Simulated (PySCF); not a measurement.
**wB97X-V/STO-6G run of InF (SMILES [F][In])**

What is the vertical singlet–triplet gap of InF at wB97X-V/STO-6G? 

Program for the calculation: PySCF 2.14.0.

16 further runs of the same task are left out: 6 that didn't finish, 10 set aside as unsound or not needed.

## (1) The system as given

InF has 2 atoms, charge 0, and is taken as a singlet. SMILES: `[F][In]`. The shape comes from GFN2-xTB, which is rough for such elements, and wasn't checked as a minimum.

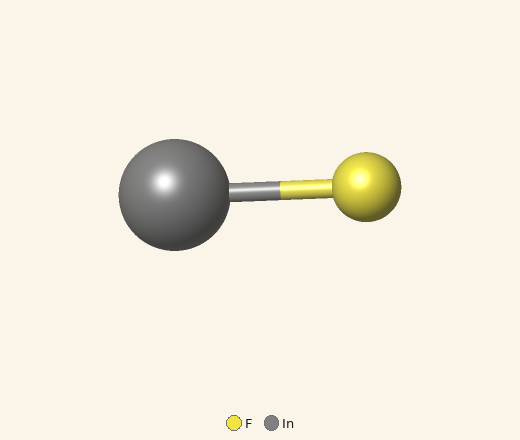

The structure, seen from a chosen angle (fluorine yellow, indium grey).

## (2) A single-point energy at wB97X-V/STO-6G

File mol.xyz:

```xyz
2
FIn
F      0.000000     0.000000     0.000000
In     0.000000     0.000000     2.025490
```

File input.py:

```python
# InF
from pyscf import gto, dft

mol = gto.M(
    atom='mol.xyz',
    spin=0,
    basis='sto-6g',
    verbose=3,
    charge=0,
    max_memory=1860,
)

calc0 = dft.RKS(mol)
calc0.xc = 'wb97x-v'
calc0.conv_tol = 1e-10
calc0.nlcgrids.level = 1
calc0.grids.level = 5
calc0.kernel()
if not calc0.converged:
    calc0 = calc0.newton().run(calc0.mo_coeff, calc0.mo_occ)

energy = calc0.e_tot
print('Final energy', energy)
```

Command:

```console
$ OMP_NUM_THREADS=1 python input.py
```

Standard output:

```text
converged SCF energy = -5813.71709366226
Final energy -5813.7170936622615
```

Run time: 26 s. Hardware: 1 thread of Arm Neoverse V1, shared host; peak memory 0.23 GiB.

## (3) The triplet

File input.py:

```python
from pyscf import gto, dft

mol = gto.Mole()
mol.atom = '''
F        0.000000       0.000000       0.000000
In       0.000000       0.000000       2.025490
'''
mol.spin = 2
mol.basis = 'sto-6g'
mol.verbose = 4
mol.max_memory = 1860
mol.charge = 0
mol.build()

calc0 = dft.UKS(mol)
calc0.xc = 'wb97x-v'
calc0.grids.level = 5
calc0.nlcgrids.level = 1
calc0.conv_tol = 1e-10
calc0.kernel()
if not calc0.converged:
    calc0 = calc0.newton().run(calc0.mo_coeff, calc0.mo_occ)

etot = calc0.e_tot
print(f'total energy: {etot:.8f} hartree')
```

Command:

```console
$ OMP_NUM_THREADS=1 python input.py
```

Standard output:

```text
PySCF version 2.14.0

[INPUT] num. atoms = 2
[INPUT] num. electrons = 58
[INPUT] charge = 0
[INPUT] spin (= nelec alpha-beta = 2S) = 2
[INPUT] symmetry False subgroup None
[INPUT] Mole.unit = angstrom
[INPUT] Symbol           X                Y                Z      unit          X                Y                Z       unit  Magmom
[INPUT]  1 F      0.000000000000   0.000000000000   0.000000000000 AA    0.000000000000   0.000000000000   0.000000000000 Bohr   0.0
[INPUT]  2 In     0.000000000000   0.000000000000   2.025490000000 AA    0.000000000000   0.000000000000   3.827621368045 Bohr   0.0

nuclear repulsion = 115.215157821426
number of shells = 14
number of NR pGTOs = 192
number of NR cGTOs = 32
basis = sto-6g
ecp = {}

******** <class 'pyscf.dft.uks.UKS'> ********
method = UKS
initial guess = minao
damping factor = 0
level_shift factor = 0
DIIS = <class 'pyscf.scf.diis.CDIIS'>
diis_start_cycle = 1
diis_space = 8
diis_damp = 0
SCF conv_tol = 1e-10
SCF conv_tol_grad = None
SCF max_cycles = 50
direct_scf = True
direct_scf_tol = 1e-13
number electrons alpha = 30  beta = 28
XC library pyscf.dft.libxc version 7.0.0
    S. Lehtola, C. Steigemann, M. J.T. Oliveira, and M. A.L. Marques.,  SoftwareX 7, 1–5 (2018)
XC functionals = wb97x-v
    N. Mardirossian and M. Head-Gordon.,  Phys. Chem. Chem. Phys. 16, 9904-9924 (2014)
radial grids:
    Treutler-Ahlrichs [JCP 102, 346 (1995); DOI:10.1063/1.469408] (M4) radial grids

becke partition: Becke, JCP 88, 2547 (1988); DOI:10.1063/1.454033
pruning grids: <function nwchem_prune>
grids dens level: 5
symmetrized grids: False
atomic radii adjust function: <function treutler_atomic_radii_adjust>
** Following is NLC and NLC Grids **
NLC functional = wb97x-v
radial grids:
    Treutler-Ahlrichs [JCP 102, 346 (1995); DOI:10.1063/1.469408] (M4) radial grids

becke partition: Becke, JCP 88, 2547 (1988); DOI:10.1063/1.454033
pruning grids: <function nwchem_prune>
grids dens level: 1
symmetrized grids: False
atomic radii adjust function: <function treutler_atomic_radii_adjust>
small_rho_cutoff = 0
Set gradient conv threshold to 1e-05
tot grids = 91208
tot grids = 13392
init E= -5800.70922272276

[... the frontier-level lines of each cycle are left out ...]



cycle= 1 E= -5813.54905047673  delta_E= -12.8  |g|= 0.248  |ddm|=  1.7
cycle= 2 E= -5813.54203133928  delta_E= 0.00702  |g|= 0.301  |ddm|= 0.854
cycle= 3 E= -5813.61462646046  delta_E= -0.0726  |g|= 0.032  |ddm|= 0.466
cycle= 4 E= -5813.61715451048  delta_E= -0.00253  |g|= 0.0132  |ddm|= 0.114
cycle= 5 E= -5813.61811721956  delta_E= -0.000963  |g|= 0.00572  |ddm|= 0.099
cycle= 6 E= -5813.61836331013  delta_E= -0.000246  |g|= 0.00219  |ddm|= 0.0558
cycle= 7 E= -5813.61840602098  delta_E= -4.27e-05  |g|= 0.00064  |ddm|= 0.0313
cycle= 8 E= -5813.61840811321  delta_E= -2.09e-06  |g|= 0.000399  |ddm|= 0.00389
cycle= 9 E= -5813.61840964073  delta_E= -1.53e-06  |g|= 0.000164  |ddm|= 0.00634
cycle= 10 E= -5813.61840978017  delta_E= -1.39e-07  |g|= 6.11e-05  |ddm|= 0.00135
cycle= 11 E= -5813.61840980883  delta_E= -2.87e-08  |g|= 2.93e-05  |ddm|= 0.000677
cycle= 12 E= -5813.61840981546  delta_E= -6.63e-09  |g|= 1.46e-05  |ddm|= 0.00032
cycle= 13 E= -5813.6184098174  delta_E= -1.94e-09  |g|= 5.87e-06  |ddm|= 0.000199
cycle= 14 E= -5813.61840981766  delta_E= -2.62e-10  |g|= 1.77e-06  |ddm|= 7.34e-05
cycle= 15 E= -5813.61840981769  delta_E= -2.18e-11  |g|= 4.95e-07  |ddm|= 1.67e-05
Extra cycle  E= -5813.61840981769  delta_E= -2.73e-12  |g|= 3e-07  |ddm|= 1.92e-06
converged SCF energy = -5813.61840981769  <S^2> = 2.0040572  2S+1 = 3.0027036
total energy: -5813.61840982 hartree
```

Run time: 35 s. Hardware: 1 thread of Arm Neoverse V1, shared host; peak memory 0.23 GiB.

## (4) Outcome

At wB97X-V/STO-6G:

```
                                        quantity           value
                           singlet: total energy  -5813.71709 Eh
                          singlet: dipole moment          0.17 D
                            singlet: HOMO energy        -4.39 eV
                            singlet: LUMO energy         5.03 eV
                          singlet: HOMO–LUMO gap         9.42 eV
                           triplet: total energy  -5813.61841 Eh
                          triplet: dipole moment          1.87 D
     triplet: HOMO energy (highest over α and β)        -1.92 eV
      triplet: LUMO energy (lowest over α and β)         2.04 eV
                                   triplet: ⟨S²⟩           2.004
vertical energy of the triplet above the singlet        2.685 eV
```

What this shows: At this shape the triplet lies 2.69 eV (259 kJ/mol) above the singlet. In a minimal basis such a difference can be off by several eV, whatever the method. Relativity is left out (singlet) although the molecule holds a heavy atom. Relativity is left out (triplet) although the molecule holds a heavy atom.
